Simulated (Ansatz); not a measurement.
Fields on a plane of CsCl (CsCl type)

```
CELL_PARAMETERS angstrom
      4.06815     0.00000     0.00000
      0.00000     4.06815     0.00000
      0.00000     0.00000     4.06815
ATOMIC_POSITIONS crystal
  Cs 0.00000 0.00000 0.00000
  Cl 0.50000 0.50000 0.50000
```

The slice is a {210} plane (indices of the conventional cell) through the point (0.000, 0.000, 0.000) (fractional), spanned by u = [100] and v = [021] in vectors of this cell: u (4.07 Å) and v (9.10 Å, at 90° to u). It covers one period; positions are fractions (u, v).

Atoms on it: Cs at (0.00, 0.00). Other atoms lie within 1 Å of the plane.

These are PBEsol (plane waves to 420 eV, PAW, scalar-relativistic; Ansatz, an electronic-structure program) values and carry that method's errors. k mesh 8×8×8. Inside the PAW spheres the values are not all-electron values, and peaks at nuclei hang on which shells count as valence. CsCl was relaxed with its symmetry unable to fall.

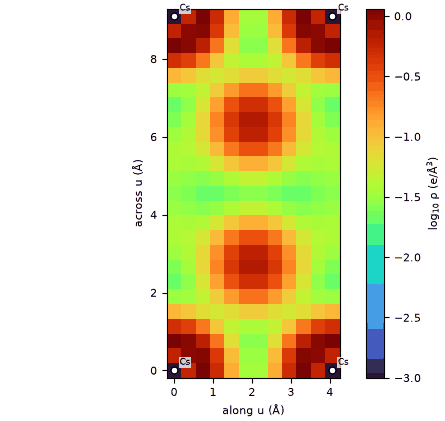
Figure: Log₁₀ of the valence density in e/Å³, one period of the plane, atoms marked. The scale is logarithmic, as a density can span decades between atoms and voids; values under 0.001 e/Å³ are set to 0.001.

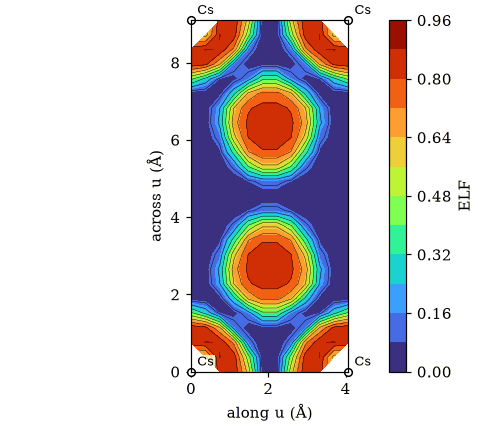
Figure: Electron localisation function (ELF), one period of the plane, atoms marked. Points within 0.5 Å of a nucleus are left white, as the pseudised field means little there.
